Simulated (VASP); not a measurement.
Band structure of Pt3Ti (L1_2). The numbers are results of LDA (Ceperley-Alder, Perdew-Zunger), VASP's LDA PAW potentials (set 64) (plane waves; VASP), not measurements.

Unless said otherwise, spin-orbit coupling is left out, though it shifts the bands of the heavy elements here.

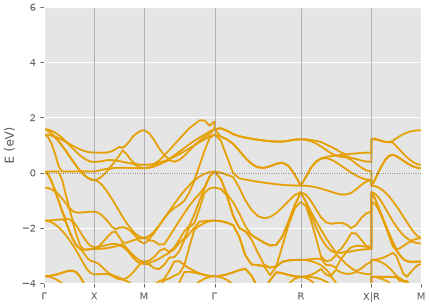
Figure: Bands along high-symmetry lines, zero at the valence-band maximum or, without a gap, the Fermi level

**Question.** Read the plot: is there a gap, and where are the band edges?

**Answer.** It has no gap at this level: it comes out as a metal or semimetal. (Edges off the drawn lines would not show.)

The compound is Pt3Ti in the L1_2 structure. It was relaxed first.
